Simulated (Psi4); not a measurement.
Run report: GaNH$_{3}$ (charge +1), single-point calculation

GaNH$_{3}$, charge +1, computed with wB97M-V/def2-TZVP, RKS (Psi4 1.11).

The geometry is that of the parent species in another charge or spin state. The geometry comes from this level: PBE0-D4/def2-TZVP.

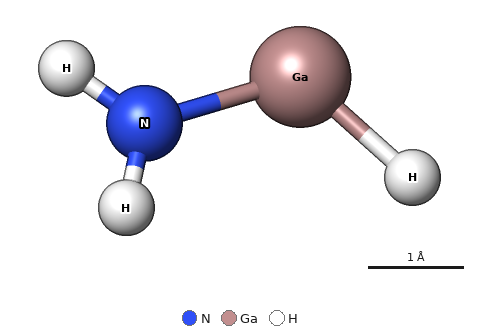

*The structure (ball-and-stick view, seen at a tilt). Sticks mark near contacts.*

**Input file (gah3n.dat)**
```
memory 2200 MB

molecule {
  1 1
  N
  Ga 1 1.825229
  H 1 1.008068 2 123.79517
  H 1 1.005722 3 111.8966 2 -179.99973
  H 2 1.594126 1 116.86458 4 -179.93664
  symmetry c1
  no_reorient
  no_com
}

set reference rks
set puream true
set e_convergence 1e-09
set d_convergence 1e-08
set scf_type pk
set dft_radial_points 99
set dft_spherical_points 590

E, wfn = energy("wb97m-v/def2-TZVP", return_wfn=True)
```

Machine: 1 thread of AMD EPYC (Zen 3), 32 GiB of memory available, shared host.

Launch command:
```bash
psi4 -i gah3n.dat -o gah3n.out -n 1
```

**Log**
```
Psi4 1.11 release

   => Loading Basis Set <=

    Name: DEF2-TZVP
    Role: ORBITAL
    Keyword: BASIS

         ---------------------------------------------------------
                                   SCF
                              RKS Reference
                        1 Threads,   2098 MiB Core
         ---------------------------------------------------------

  ==> Geometry <==

    Molecular point group: c1
    Full point group: C1

    Geometry (in Angstrom), charge = 1, multiplicity = 1:

       Center              X                  Y                   Z               Mass
    ------------   -----------------  -----------------  -----------------  -----------------
         N            0.000018476069    -0.016756505455    -1.480289870146    14.003074004430
         GA           0.000018476069    -0.016756505455     0.344939129854    68.925573500000
         H            0.000018476069     0.820979617281    -2.041003060009     1.007825032230
         H            0.000022873518    -0.847500317429    -2.047159749512     1.007825032230
         H           -0.001561648628     1.405325839812     1.065298075354     1.007825032230

  Running in c1 symmetry.

  Rotational constants: A =      5.00857  B =      0.34757  C =      0.32501 [cm^-1]
  Rotational constants: A = 150153.03982  B =  10419.73661  C =   9743.58930 [MHz]
  Nuclear repulsion =   95.419932275568016

  Charge       = 1
  Multiplicity = 1
  Electrons    = 40
  Nalpha       = 20
  Nbeta        = 20

  ==> Algorithm <==

  SCF Algorithm Type is PK.
  DIIS enabled.
  MOM disabled.
  Fractional occupation disabled.
  Guess Type is SAD.
  Energy threshold   = 1.00e-09
  Density threshold  = 1.00e-08
  Integral threshold = 1.00e-12

  ==> Primary Basis <==

  Basis Set: DEF2-TZVP
    Blend: DEF2-TZVP
    Number of shells: 39
    Number of basis functions: 97
    Number of Cartesian functions: 109
    Spherical Harmonics?: true
    Max angular momentum: 3

  ==> DFT Potential <==

   => LibXC <=

    Version 7.1.2

   => Composite Functional: WB97M-V <=

    wB97M-V Hyb-GGA Exchange-Correlation Functional

    Deriv               =              1
    GGA                 =           TRUE
    Meta                =           TRUE

    Exchange Hybrid     =           TRUE
    MP2 Hybrid          =          FALSE

   => Exchange-Correlation Functionals <=

    1.0000   wB97M-V exchange-correlation functional

   => Exact (HF) Exchange <=

    0.8500            HF,LR [omega = 0.3000]
    0.1500               HF

   => LibXC Density Thresholds  <==

    XC_HYB_MGGA_XC_WB97M_V:  1.00E-13

   => VV10 Non-Local Parameters <=

    VV10 B              =     6.0000E+00
    VV10 C              =     1.0000E-02

   => Molecular Quadrature <=

    Radial Scheme          =       TREUTLER
    Pruning Scheme         =           NONE
    Nuclear Scheme         =       TREUTLER

    Blocking Scheme        =         OCTREE
    BS radius alpha        =              1
    Pruning alpha          =              1
    Radial Points          =             99
    Spherical Points       =            590
    Total Points           =         279239
    Total Blocks           =           2067
    Max Points             =            255
    Max Functions          =             96
    Weights Tolerance      =       1.00E-15

  ==> Integral Setup <==

  Using in-core PK algorithm.
   Calculation information:
      Number of atoms:                   5
      Number of AO shells:              39
      Number of primitives:             76
      Number of atomic orbitals:       109
      Number of basis functions:        97

      Integral cutoff                 1.00e-12
      Number of threads:                 1

  Performing in-core PK
  Using 33893643 doubles for integral storage.
  We computed 290694 shell quartets total.
  Whereas there are 304590 unique shell quartets.

  Computing range-separated integrals for PK
  We computed 290694 wK shell quartets total.
  Whereas there are 304590 wK unique shell quartets.

  ==> DiskJK: Disk-Based J/K Matrices <==

    J tasked:                  Yes
    K tasked:                  Yes
    wK tasked:                 Yes
    Omega:               3.000E-01
    Memory [MiB]:              675
    Schwarz Cutoff:          1E-12

  Cached 50.0% of DFT collocation blocks in 0.812 [GiB].

  Minimum eigenvalue in the overlap matrix is 4.5047190584E-03.
  Reciprocal condition number of the overlap matrix is 7.4044016997E-04.
    Using symmetric orthogonalization.

  ==> Pre-Iterations <==

  SCF Guess: Superposition of Atomic Densities via on-the-fly atomic UHF (no occupation information).

   -------------------------
    Irrep   Nso     Nmo
   -------------------------
     A         97      97
   -------------------------
    Total      97      97
   -------------------------

  ==> Iterations <==

                        Total Energy        Delta E     RMS |[F,P]|

   @RKS iter SAD: -1977.39632775226414   -1.97740e+03   0.00000e+00
   @RKS iter   1: -1979.31668871833290   -1.92036e+00   3.18934e-02 ADIIS/DIIS
   @RKS iter   2: -1971.48946387641945    7.82722e+00   8.18022e-02 ADIIS/DIIS
   @RKS iter   3: -1980.75808593701868   -9.26862e+00   1.33579e-02 ADIIS/DIIS
   @RKS iter   4: -1980.97728062603801   -2.19195e-01   8.98595e-04 ADIIS/DIIS
   @RKS iter   5: -1980.97859915821846   -1.31853e-03   4.96680e-04 ADIIS/DIIS
   @RKS iter   6: -1980.97956342431826   -9.64266e-04   6.57841e-05 DIIS
   @RKS iter   7: -1980.97959779841290   -3.43741e-05   1.83472e-05 DIIS
   @RKS iter   8: -1980.97960282478675   -5.02637e-06   5.43622e-06 DIIS
   @RKS iter   9: -1980.97960374604145   -9.21255e-07   1.53747e-06 DIIS
   @RKS iter  10: -1980.97960381009102   -6.40496e-08   3.54060e-07 DIIS
   @RKS iter  11: -1980.97960381284861   -2.75759e-09   9.71291e-08 DIIS
   @RKS iter  12: -1980.97960381301868   -1.70076e-10   1.91508e-08 DIIS
   @RKS iter  13: -1980.97960381302596   -7.27596e-12   4.57829e-09 DIIS
  Energy and wave function converged.

  ==> Post-Iterations <==

   Electrons on quadrature grid:
      Ntotal   =   40.0000000312 ; deviation = 3.117e-08

    Orbital Energies [Eh]
    ---------------------

    Doubly Occupied:

       1A   -373.428801     2A    -46.485767     3A    -41.126263
       4A    -41.126127     5A    -41.121916     6A    -14.709782
       7A     -5.965238     8A     -4.216847     9A     -4.215764
      10A     -4.205428    11A     -1.248403    12A     -1.243197
      13A     -1.242664    14A     -1.235895    15A     -1.233777
      16A     -1.155426    17A     -0.800550    18A     -0.793327
      19A     -0.673294    20A     -0.580853

    Virtual:

      21A     -0.301862    22A     -0.190350    23A     -0.109024
      24A     -0.069008    25A     -0.022466    26A     -0.008341
      27A      0.025409    28A      0.029371    29A      0.044856
      30A      0.080354    31A      0.092187    32A      0.099848
      33A      0.100233    34A      0.162340    35A      0.242570
      36A      0.272832    37A      0.308897    38A      0.309958
      39A      0.362198    40A      0.396778    41A      0.442732
      42A      0.452448    43A      0.620034    44A      0.642191
      45A      0.644479    46A      0.663189    47A      0.726694
      48A      0.728500    49A      0.741493    50A      0.788631
      51A      0.811767    52A      0.865112    53A      0.948086
      54A      0.956524    55A      1.074891    56A      1.179782
      57A      1.272695    58A      1.343548    59A      1.344817
      60A      1.607315    61A      1.632188    62A      1.678461
      63A      1.754669    64A      1.819394    65A      1.905683
      66A      1.954397    67A      2.048935    68A      2.053230
      69A      2.091807    70A      2.093892    71A      2.132987
      72A      2.195199    73A      2.256884    74A      2.295295
      75A      2.375481    76A      2.451673    77A      2.494510
      78A      2.726958    79A      2.981461    80A      3.039717
      81A      3.085768    82A      3.227786    83A      3.654648
      84A      3.863510    85A      4.045578    86A      4.141394
      87A      4.148529    88A      4.302874    89A      4.477029
      90A      4.619761    91A      4.663262    92A      4.771584
      93A      4.900600    94A      5.139841    95A      5.172279
      96A      5.532510    97A     31.885051

    Final Occupation by Irrep:
              A
    DOCC [    20 ]
    NA   [    20 ]
    NB   [    20 ]

  @RKS Final Energy: -1980.97960381302596

   => Energetics <=

    Nuclear Repulsion Energy =             95.4199322755680157
    One-Electron Energy =               -2938.9198256692861833
    Two-Electron Energy =                 927.5608201943280164
    DFT Exchange-Correlation Energy =     -65.2088492903314147
    Empirical Dispersion Energy =           0.0000000000000000
    VV10 Nonlocal Energy =                  0.1683186766956488
    Total Energy =                      -1980.9796038130259603

Computation Completed

Properties will be evaluated at   0.000000,   0.000000,   0.000000 [a0]

Properties computed using the SCF density matrix

 Multipole Moments:

 ------------------------------------------------------------------------------------
     Multipole            Electronic (a.u.)      Nuclear  (a.u.)        Total (a.u.)
 ------------------------------------------------------------------------------------

 L = 1.  Multiply by 2.5417464519 to convert [e a0] to [Debye]
 Dipole X            :          0.0017224           -0.0015462            0.0001762
 Dipole Y            :         -1.7831573            1.4022863           -0.3808710
 Dipole Z            :          5.3522402           -5.0867285            0.2655117
 Magnitude           :                                                    0.4642836

 ------------------------------------------------------------------------------------

	total time  =         81 seconds =       1.35 minutes

    Psi4 run time: 0:01:21.21
```

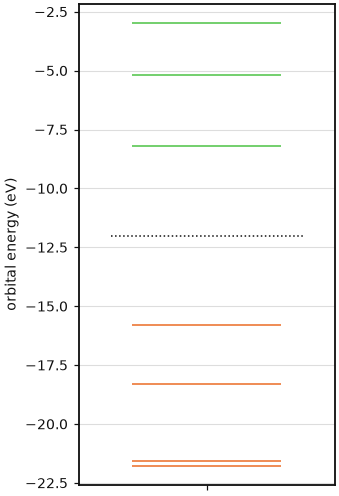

*Orbital energies near the frontier; the dotted line parts filled from empty levels, and levels within 0.02 eV of each other stand side by side.*

Highest filled −15.81 eV, lowest empty −8.21 eV, 7.60 eV apart.

**Summary**

```json
{"quantity": "outcome", "value": "converged"}
{"quantity": "total energy", "value": "−1980.979604 hartree"}
{"quantity": "basis functions", "value": "97"}
{"quantity": "HOMO", "value": "−15.81 eV"}
{"quantity": "LUMO", "value": "−8.21 eV"}
{"quantity": "wall time", "value": "83 s"}
{"quantity": "peak memory", "value": "1.3 GiB"}
```
